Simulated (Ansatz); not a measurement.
Results of r²SCAN-D4 in Ansatz (PAW) for CsCl-type RuAl.

Numerical settings: plane-wave cutoff 560 eV, 18×18×18 k mesh, Fermi–Dirac smearing 0.05 eV, no spin polarisation, scalar-relativistic PAW data made under PBE.

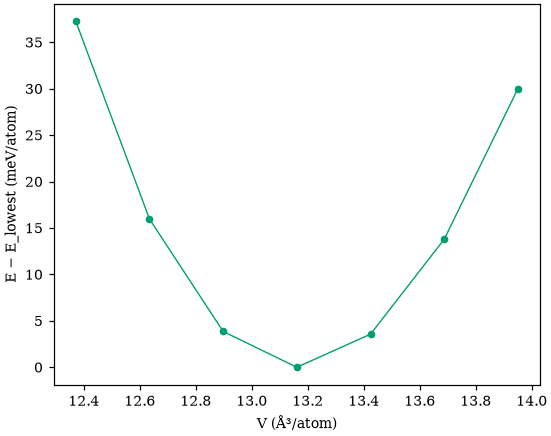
*Total energy against volume*

**Question.** From the curve, estimate the equilibrium volume and the bulk modulus.

**Answer.** V0 ≈ 13.2 Å³/atom and B0 ≈ 230 GPa; the fit gives V0 = 13.161 Å³/atom, B0 = 225 GPa, B′ = 4.4.

Ansatz is a quantum-chemistry and plane-wave program.
